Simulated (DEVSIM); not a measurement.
Structure: Si n-p junction from an implanted or diffused profile, at 350 K.

```tsv
layer (left to right)	material	thickness (μm)	Na (cm⁻³)	τn (s)	τp (s)
1	Si	400	2.5e15	0.00074	0.00074
```

Added donor profile: 2.3e18 cm⁻³ × exp(−(x − 0 μm)²/(2·(0.27 μm)²)). Left contact: ohmic. Right contact: ohmic. Voltage is applied to the left contact. Recombination: SRH at mid-gap, Auger. Mobility is μmin + (μ − μmin)/(1 + (N/Nref)^α).

Constants are typed, rounded textbook-type inputs, not results; the design itself was drawn at random and stands for no fabricated device. Values at 300 K; Nc and Nv go as T^1.5, mobilities as T to minus their exponent, the gap by Varshni's rule with the affinity fixed.

| parameter | Si |
|---|---|
| gap (eV) | 1.124 |
| affinity (eV) | 4.05 |
| permittivity | 11.7 |
| Nc (cm⁻³) | 2.86e19 |
| Nv (cm⁻³) | 3.1e19 |
| μn (cm²/Vs) | 1417 |
| μp (cm²/Vs) | 470 |
| μn,min | 52 |
| μp,min | 45 |
| Nref,n | 9.7e16 |
| Nref,p | 2.2e17 |
| αn | 0.68 |
| αp | 0.72 |
| T exponent of μn | 2.3 |
| T exponent of μp | 2.2 |
| Cn (cm⁶/s) | 2.8e-31 |
| Cp (cm⁶/s) | 9.9e-32 |
| Varshni α (eV/K) | 0.000473 |
| Varshni β (K) | 636 |

DEVSIM, 1D drift-diffusion, Boltzmann statistics, complete ionisation; no tunnelling, impact ionisation, image-force lowering or self-heating.

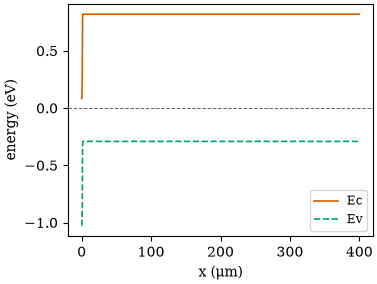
Figure. Band edges at zero bias

Energies count from the Fermi level of the right contact; mesh points crowd at the junctions.

| x (μm) | Ec (eV) | Ev (eV) | n (cm⁻³) | p (cm⁻³) | field (V/cm) |
|---|---|---|---|---|---|
| 0.000 | 0.083 | -1.028 | 2.3e18 | 62000 | 12 |
| 0.03229 | 0.083 | -1.028 | 2.3e18 | 63000 | 130 |
| 0.09376 | 0.085 | -1.026 | 2.2e18 | 66000 | 390 |
| 0.2013 | 0.091 | -1.019 | 1.7e18 | 82000 | 830 |
| 0.4806 | 0.131 | -0.980 | 4.7e17 | 300000 | 2000 |
| 0.7506 | 0.202 | -0.909 | 4.5e16 | 3200000 | 3500 |
| 1.004 | 0.438 | -0.672 | 1.8e13 | 8.1e9 | 14000 |
| 1.379 | 0.786 | -0.324 | 1.7e8 | 8.4e14 | 3200 |
| 2.134 | 0.819 | -0.291 | 5.7e7 | 2.5e15 | ≈ 0 |
| 4.106 | 0.819 | -0.291 | 5.7e7 | 2.5e15 | ≈ 0 |
| 9.387 | 0.819 | -0.291 | 5.7e7 | 2.5e15 | ≈ 0 |
| 33.59 | 0.819 | -0.291 | 5.7e7 | 2.5e15 | ≈ 0 |
| 88.32 | 0.819 | -0.291 | 5.7e7 | 2.5e15 | ≈ 0 |
| 223.1 | 0.819 | -0.291 | 5.7e7 | 2.5e15 | ≈ 0 |
| 354.0 | 0.819 | -0.291 | 5.7e7 | 2.5e15 | ≈ 0 |
| 382.8 | 0.819 | -0.291 | 5.7e7 | 2.5e15 | ≈ 0 |
| 393.5 | 0.819 | -0.291 | 5.7e7 | 2.5e15 | ≈ 0 |
| 397.7 | 0.819 | -0.291 | 5.7e7 | 2.5e15 | ≈ 0 |
| 399.4 | 0.819 | -0.291 | 5.7e7 | 2.5e15 | ≈ 0 |
| 399.8 | 0.819 | -0.291 | 5.7e7 | 2.5e15 | ≈ 0 |
| 399.9 | 0.819 | -0.291 | 5.7e7 | 2.5e15 | ≈ 0 |
| 400.0 | 0.819 | -0.291 | 5.7e7 | 2.5e15 | ≈ 0 |
